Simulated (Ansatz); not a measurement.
L1₀ (CuAu-type) FePt was calculated with PBE-D4 (plane waves, PAW; Ansatz, an electronic-structure program).

Run with plane-wave cutoff 520 eV, 20×20×16 k mesh (along the axes of the cell as run), Fermi–Dirac smearing 0.05 eV, spin-polarised with parallel moments, scalar-relativistic PAW data made under PBE.

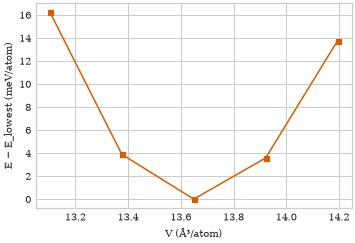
Total energy against volume

Question: From the curve, estimate the equilibrium volume and the bulk modulus.

Answer: V0 ≈ 13.6 Å³/atom and B0 ≈ 220 GPa; the fit gives V0 = 13.649 Å³/atom, B0 = 219 GPa, B′ = 5.2.

Shape and atoms are relaxed at each volume.

Measured, for comparison: bulk modulus 208 GPa (room temperature, no zero-point or thermal correction; as tabulated in First-principles calculations on Fe-Pt nanoclusters of various morphologies). Computed (rounded) less measured: bulk modulus +5 %. A static lattice is as a rule a little smaller and stiffer than an uncorrected measurement, which narrows the difference in the bulk modulus and would widen misses of the other sign.

Note: the bulk modulus comes from volumes at which shape and atoms were relaxed.

Spin–orbit coupling is not included.

Static lattice: no zero-point or thermal effects.

Cost on a shared machine: around 10 core-minutes (rough).
